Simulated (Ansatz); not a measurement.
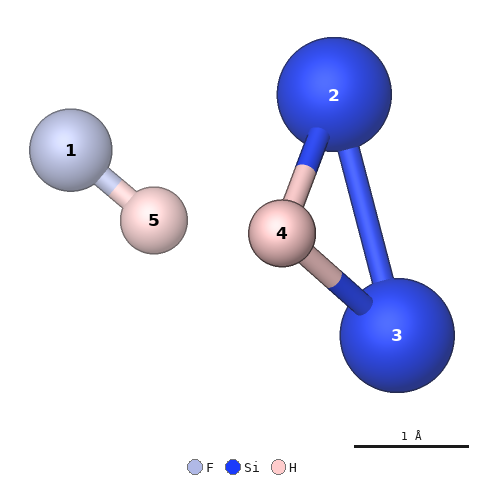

Orthographic view. Distant atoms are faded towards the background colour. State: neutral, doublet. The computed structure is the end point of a PBE-D4/def2-SVP optimisation. No frequency run is at hand to confirm it as a minimum.

Give the distance matrix in Å.

| atom | F1 | Si2 | Si3 | H4 | H5 |
| --- | --- | --- | --- | --- | --- |
| F1 | 0.00 |  |  |  |  |
| Si2 | 2.69 | 0.00 |  |  |  |
| Si3 | 3.56 | 2.20 | 0.00 |  |  |
| H4 | 3.09 | 1.70 | 1.72 | 0.00 |  |
| H5 | 0.96 | 2.32 | 2.71 | 2.63 | 0.00 |
